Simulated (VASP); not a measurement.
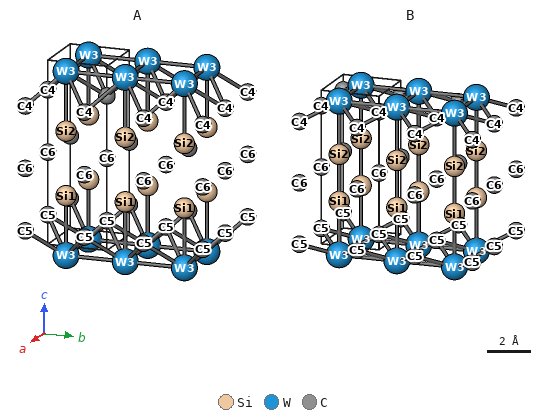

Two geometries of a crystal of Si2WC3 (a generated structure, set up in P4/mmm), drawn at one scale. One is the start of a relaxation, the other its converged end. A ball-and-stick model of the cell of the calculation, repeated 2 × 3 × 1 with one cell outlined, seen slightly off an axis.

Method: VASP 6.6.1, Kohn-Sham DFT of a periodic cell, PBE, VASP PAW PBE potentials, recommended. (plane-wave cutoff 520 eV; k-point mesh 6 × 6 × 2; occupations gaussian; smearing width 0.15 eV; no spin polarisation)

Which geometry has the lower energy?

Answer. Structure B is the relaxed one. The run lets cell and atoms move. The energy falls by 4.726 eV per cell of the calculation in 23 geometry steps. The largest force component goes from 1.9 to 0.021 eV/Å. Pressure: −35.55 GPa at the start and −0.68 GPa at the end. The largest moves relative to the cell, 0.46 Å, are those of C4 and C5. C4 goes along +c. Largest moves by element: C 0.46 Å, Si 0.17 Å. W stays in place. The volume changes by −20.7 %, with a = b 3.006 → 2.930 Å (−2.5 %), c 9.102 → 7.592 Å (−16.6 %). Among the contacts that change: C4–C5 2.930 → 1.526 Å, Si1–Si2 3.189 → 2.324 Å, W3–C4 2.582 → 2.208 Å, Si1–W3 2.957 → 2.634 Å. New bonds form, among them: C4–C5 (2.93 → 1.53 Å). Among the angles between lasting bonds that change: W3–C5–W3 110.9° → 139.6°, W3–C5–W3 71.2° → 83.1°. The space group stays P4/mmm (No. 123). The volume changes by over a tenth within one run on a fixed set of plane waves, so the end point should be relaxed again from the new cell.
